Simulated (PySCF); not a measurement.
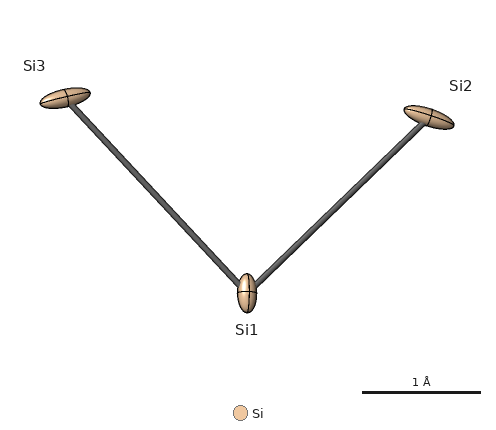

Displacement ellipsoids at the 50 % level, enlarged 2 times, from the internal vibrations of the free molecule (harmonic, no overall translation or rotation; no half-axis is drawn under 0.075 Å). The species has charge +1 and is a spin doublet. Vibrations computed with UKS-based PBE0, Si def2-TZVP; non-relativistic; density fitting (PySCF 2.14.0). Temperature: 298 K.

Give the displacement parameters, one line for each set of equivalent atoms.

```csv
atom,U_eq (Å²),rms amplitudes (Å)
Si1,0.0012,"0.000, 0.027, 0.054"
"Si2, Si3",0.0020,"0.000, 0.024, 0.073"
```

This isn't the lowest structure that the search found: a doublet minimum of C2v symmetry lies 47 kJ/mol lower at the level of the geometry.
